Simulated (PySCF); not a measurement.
Consider PmCl (septet).

```xyz
2

Pm    0.0000    0.0000   -0.4990
Cl    0.0000    0.0000    2.0680
```

These are results of PBE0/x2c-SVPall, spin-free X2C-1e, Gaussian nucleus, at a bond length of 2.567 Å in PySCF 2.14.0, not measurements.

Question: Predict the electron density, electron localisation function and spin density between the atoms.

Answer: Pm–Cl (2.57 Å): ρ at the midpoint is about 0.4 e/Å³; the ELF peaks at about 0.85 in the valence shell of Cl, 0.8 Å from its nucleus, and is about 0.20 at the midpoint.
The unpaired spin (6 electrons) lies mostly on Pm1 (about 6.0), in electrons by Hirshfeld's partition.

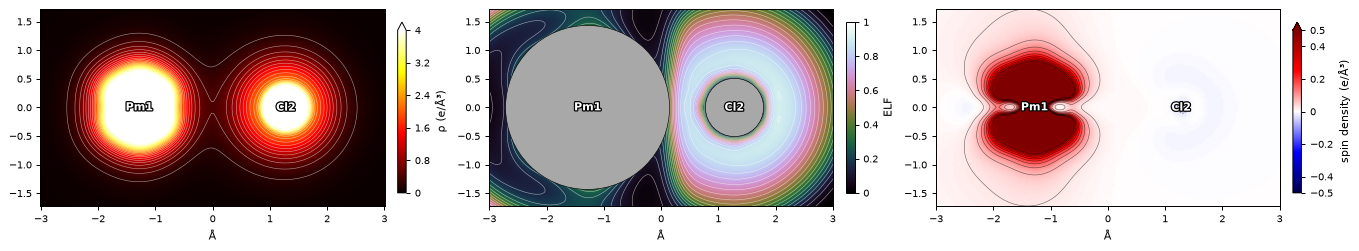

Computed electron density, electron localisation function and spin density on a plane that holds the molecular axis, in this order. Grey discs cover the atomic cores in the ELF map. 
